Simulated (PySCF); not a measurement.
**One shape, several levels: SiCl3 (SMILES Cl[Si](Cl)Cl)**

Wanted: a comparison of 6 runs (U-r2SCAN/STO-6G, U-wB97X-V/STO-6G, UPBE0/STO-6G, USVWN5/STO-6G, ROCCSD(T)/STO-6G, FCI/STO-6G) of SiCl3. Input form: a Python script.

The calculation is run with PySCF 2.14.0.

7 further runs of the same task are left out: 3 that didn't finish, 4 set aside as unsound or not needed.

## 1. Starting point

The species is SiCl3 (4 atoms), meant as a doublet with charge 0. As SMILES, `Cl[Si](Cl)Cl`. One bond was lengthened or shortened from a relaxed shape.

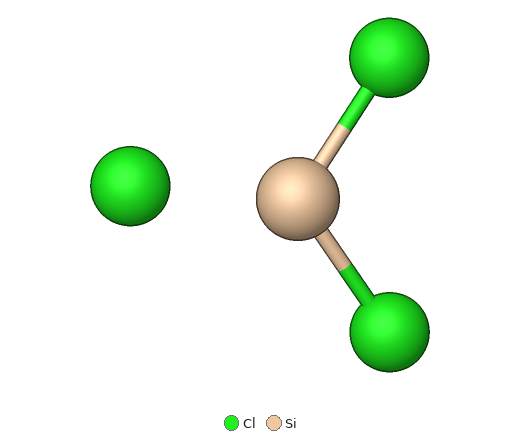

The structure, seen from a chosen angle (chlorine green, silicon light orange).

## 2. The energy at U-r2SCAN/STO-6G (run 1)

The input, input.xyz:

```xyz
4

Cl    -1.840541    -0.332943     1.048421
Si    -0.199641     0.648057     0.328921
Cl     1.694700    -0.903800     0.219000
Cl    -0.601741     1.364557    -1.541379
```

The input, job.py:

```python
from pyscf import gto, dft

molecule = gto.M(
    atom='input.xyz',
    basis='sto-6g',
    max_memory=1860,
    verbose=4,
    charge=0,
    spin=1,
)

myscf = dft.UKS(molecule, xc='r2scan')
myscf.grids.level = 5
myscf.conv_tol = 1e-10
myscf.kernel()
if not myscf.converged:
    myscf = myscf.newton().run(myscf.mo_coeff, myscf.mo_occ)

e_final = myscf.e_tot
print('Final energy', e_final)
```

Command:

```
$ OMP_NUM_THREADS=1 python job.py
```

Log:

```text
PySCF version 2.14.0

[... 101 lines left out ...]
converged SCF energy = -1664.34113585754  <S^2> = 0.75374022  2S+1 = 2.0037367
Final energy -1664.3411358575397
```

It took 17 s on 1 thread of Arm Neoverse V2, shared host; peak memory 0.28 GiB.

## 3. The energy at U-wB97X-V/STO-6G (run 2)

The input, job.py:

```python
from pyscf import gto, dft

mol = gto.M(
    atom=[
    ('Cl', (-1.840541, -0.332943, 1.048421)),
    ('Si', (-0.199641, 0.648057, 0.328921)),
    ('Cl', (1.694700, -0.903800, 0.219000)),
    ('Cl', (-0.601741, 1.364557, -1.541379)),
],
    max_memory=1860,
    verbose=3,
    spin=1,
    basis='sto-6g',
)

ks = dft.UKS(mol, xc='wb97x-v')
ks.nlcgrids.level = 1
ks.grids.level = 5
ks.conv_tol = 1e-10
ks.kernel()
if not ks.converged:
    ks = ks.newton().run(ks.mo_coeff, ks.mo_occ)

energy = ks.e_tot
print('E(%s) = %.9f' % ('WB97X-V', energy))
```

Command:

```
$ OMP_NUM_THREADS=1 python job.py
```

Log:

```text
WARN: HOMO -0.235329671226238 >= LUMO -0.235329671226232

converged SCF energy = -1664.16119543111  <S^2> = 0.75933818  2S+1 = 2.0093165
E(WB97X-V) = -1664.161195431
```

Wall time 50 s (1 thread of Arm Neoverse V2, shared host); peak memory 0.28 GiB.

Runs 3 to 5 aren't shown in full; the table further down has their settings and results.

## 4. The energy at FCI/STO-6G (run 6)

The input, input.py:

```python
from pyscf import gto, scf, mcscf

molecule = gto.M(
    atom='''
Cl    -1.840541    -0.332943     1.048421
Si    -0.199641     0.648057     0.328921
Cl     1.694700    -0.903800     0.219000
Cl    -0.601741     1.364557    -1.541379
''',
    max_memory=1860,
    verbose=3,
    basis='sto-6g',
    spin=1,
)

mf = scf.ROHF(molecule)
mf.conv_tol = 1e-10
mf.kernel()
if not mf.converged:
    mf = mf.newton().run(mf.mo_coeff, mf.mo_occ)

cas = mcscf.CASCI(mf, mf.mo_coeff.shape[-1] - 20, (molecule.nelec[0] - 20, molecule.nelec[1] - 20))  # full CI above the frozen core
cas.fix_spin_(ss=0.75)
cas.kernel()
e_final = cas.e_tot
print(f'total energy: {e_final:.8f} hartree')
```

Command:

```
$ OMP_NUM_THREADS=1 python input.py
```

Log:

```text
converged SCF energy = -1661.93058382952
CASCI E = -1661.99336920198  E(CI) = -89.8288336861724  S^2 = 0.7500000
total energy: -1661.99336920 hartree
```

Wall time 63 s (1 thread of Arm Neoverse V2, shared host); peak memory 0.34 GiB.

## 5. Overview of the runs

```csv
run,level,nlc grid,integration grid,energy (Eh),dipole moment (D) of the reference,HOMO energy (eV),LUMO energy (eV),wall time
1,U-r2SCAN/STO-6G,–,5,-1664.341136,2.54,-5.00,-3.47,17 s
2,U-wB97X-V/STO-6G,1,5,-1664.161195,2.70,-8.25,-0.90,50 s
3,UPBE0/STO-6G,–,5,-1663.830862,2.57,-6.00,-2.88,11 s
4,USVWN5/STO-6G,–,5,-1658.540957,2.28,-4.51,-3.73,6.3 s
5,ROCCSD(T)/STO-6G,–,–,-1661.992649,3.23,–,–,1.7 s
6,FCI/STO-6G,–,–,-1661.993369,3.23,–,–,63 s
```

## 6. Summary of results

| quantity | value |
| --- | --- |
| run 6: total energy | -1661.99337 Eh |
| run 6: dipole moment (Hartree–Fock density) | 3.23 D |
| run 6: correlation energy (20 core orbitals frozen) | -62.8 mEh |

Against full CI in this basis: ROCCSD(T) +0.7 mEh. Over runs 1, 2, 3, 4 the dipole moment (its size) runs from 2.28 D (USVWN5/STO-6G) to 2.70 D (U-wB97X-V/STO-6G). Totals of different functionals can't be ranked against each other. In runs 1, 2, 3, 4, 5, 6 the basis is minimal, so the values are rough. All runs together took 2.5 min, the longest 63 s.
